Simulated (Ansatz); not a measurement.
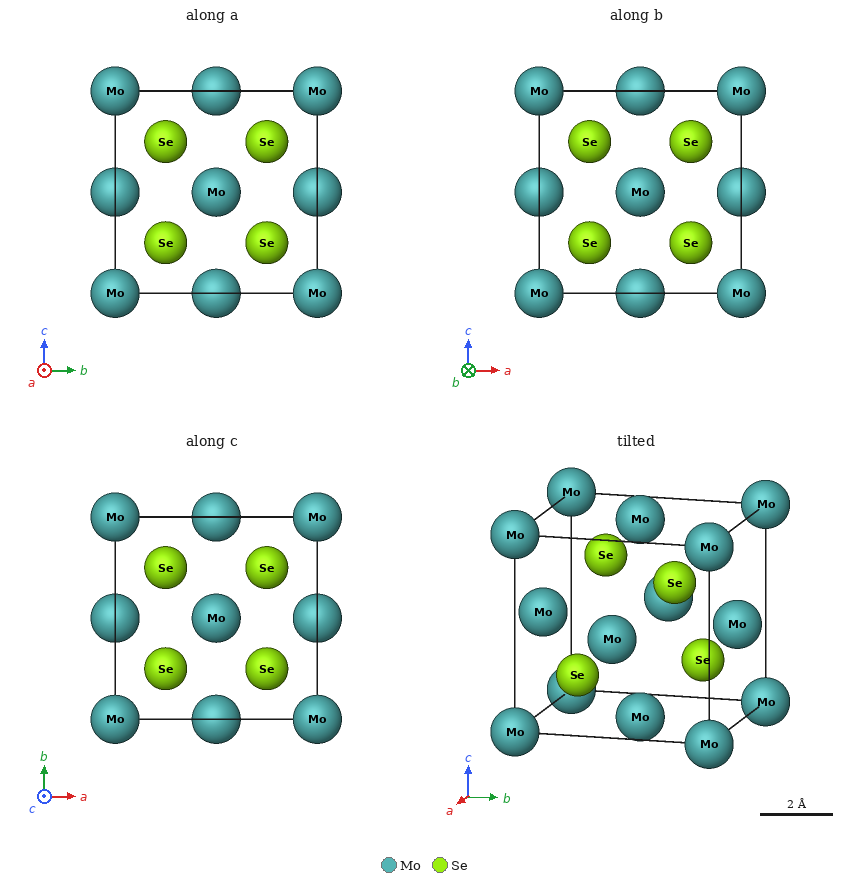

The crystal in a spheres-only representation, seen along the a axis, along the b axis, along the c axis and slightly off an axis. The lines enclose the conventional unit cell; boundary atoms appear with their images.

Lattice parameters: a = 5.679 Å, b = 5.679 Å, c = 5.679 Å, α = 90.00°, β = 90.00°, γ = 90.00°.

**From the views, write a table of Wyckoff sites.**

Space group F-43m (No. 216).
```
atom  site       x       y       z
  Mo    4a  0.0000  0.0000  0.0000
  Se    4d  0.2500  0.2500  0.7500
```

It goes back to a structure type filled with these elements by a generator (whether the compound takes this form wasn't checked). Earlier steps of the study may have refined or changed the cell and positions. A calculation with Ansatz used it as input.
